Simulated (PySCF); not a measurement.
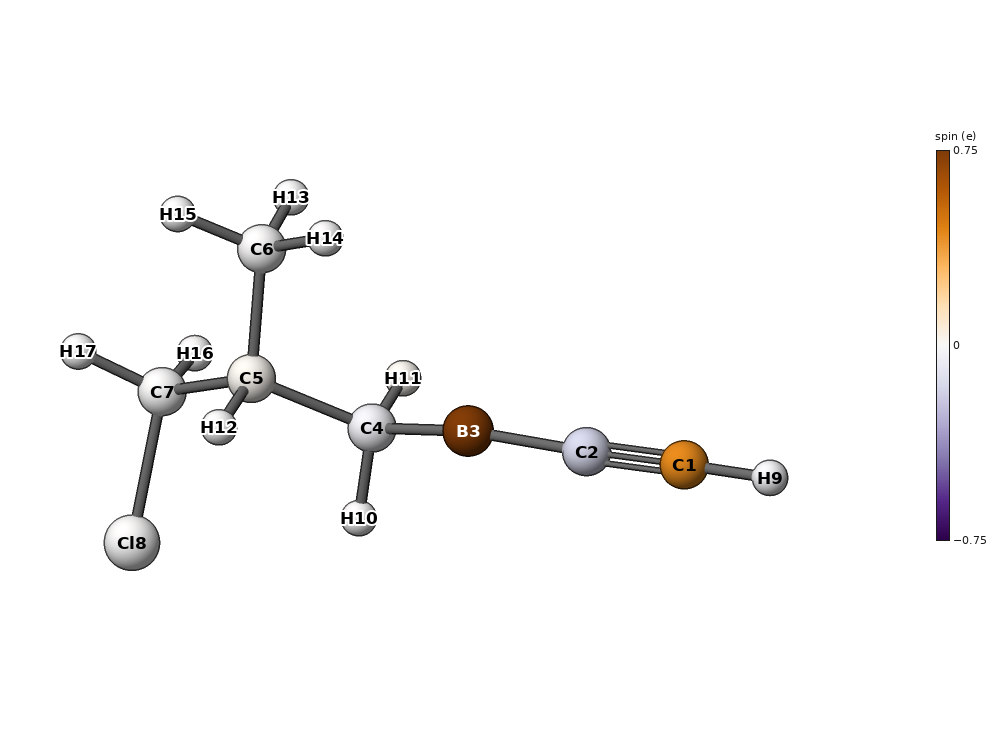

Atoms are coloured by their Mulliken spin populations. The species is neutral and a spin doublet. Computed geometry: GFN2-xTB optimisation. No frequency run is at hand to confirm it as a minimum. Method: UKS B3LYP, pcH-1 on B C Cl H, non-relativistic (PySCF 2.14.0).

Which atom carries the largest spin population?

Answer. B3 (0.74 e).

Which atom has the lowest spin population?

Answer. C2 (−0.16 e); a negative value comes from spin polarisation.

Give the Mulliken spin populations atom by atom.

| atom | value (e) |
| --- | --- |
| C1 | 0.43 |
| C2 | −0.16 |
| B3 | 0.74 |
| C4 | −0.04 |
| C5 | 0.02 |
| C6 | 0.00 |
| C7 | 0.00 |
| Cl8 | 0.00 |
| H9 | −0.02 |
| H10 | 0.01 |
| H11 | 0.02 |
| H12 | 0.00 |
| H13 | 0.00 |
| H14 | 0.00 |
| H15 | 0.00 |
| H16 | 0.00 |
| H17 | 0.00 |

Mulliken values depend strongly on the basis set. The geometry is semi-empirical. Around B such bond lengths and angles can be off by a tenth of an ångström or more and by several degrees, and values that hang on the shape move with them.
